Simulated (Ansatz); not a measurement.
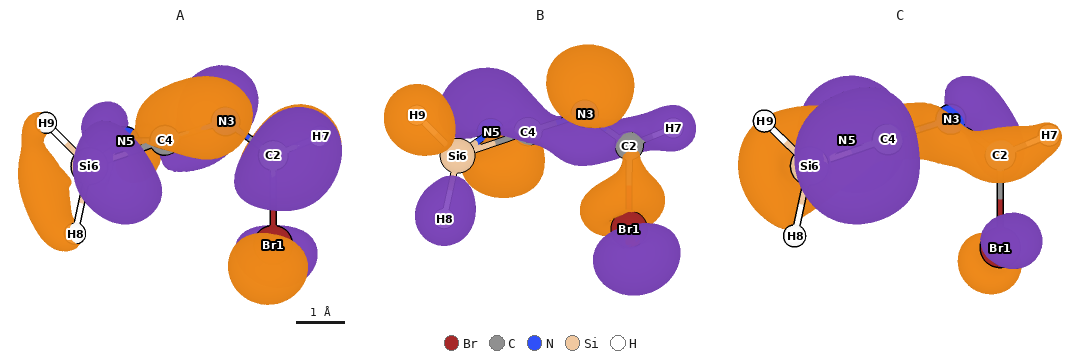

The picture shows: C2H3BrN2Si. Three frontier orbitals at ±0.08 Å⁻³ᐟ² (orange and purple are the two phases), in no order.

Geometry: PBE0-D4/def2-TZVP.

Method: RKS PBE0-D4/def2-TZVPP (Ansatz 0.2.0).

Input file:

```
crystal:
  periodic: [false, false, false]
  atoms:
    - {symbol: Br, position_ang: [0.251363, -2.417169, -1.197248]}
    - {symbol: C, position_ang: [1.510005, -1.003464, -0.986178]}
    - {symbol: N, position_ang: [1.250025, 0.130690, -0.543390]}
    - {symbol: C, position_ang: [0.058136, 0.564517, -0.071641]}
    - {symbol: N, position_ang: [-0.853453, 1.317869, -0.568309]}
    - {symbol: Si, position_ang: [-1.240625, 0.873514, 1.110423]}
    - {symbol: H, position_ang: [2.508234, -1.290493, -1.297314]}
    - {symbol: H, position_ang: [-2.305901, -0.116184, 1.369365]}
    - {symbol: H, position_ang: [-1.089281, 1.894319, 2.167091]}
basis:
  gaussian: {orbitals: def2-TZVPP}
hamiltonian: {xc: pbe0, dispersion: d4}
output: {orbitals: {seedname: orbitals}}
```

Run with:

```sh
ansatz run in.yaml --threads 4 --pin off --events-out ev --progress --plain --max-ram 10444MiB
```

**Which picture is the HOMO−1, the HOMO and the LUMO?**

B is the HOMO−1 (−8.28 eV). It lies mainly on N3 (about 30 %), N5 (about 25 %), Br1 (about 15 %), C4 (about 10 %) and C2 (about 5 %); largely a combination of lone pairs on N3, N5 and Br1. C is the HOMO (−6.88 eV). It lies mainly on N5 (about 35 %), Si6 (about 25 %), C4 (about 20 %) and N3 (about 5 %). A is the LUMO (−1.60 eV). By Hirshfeld shares it lies mainly on C2 (about 35 %), N3 (about 25 %), Si6 (about 15 %), Br1 (about 10 %) and C4 (about 5 %).

**What is the HOMO–LUMO gap?**

5.28 eV between the orbital energies.
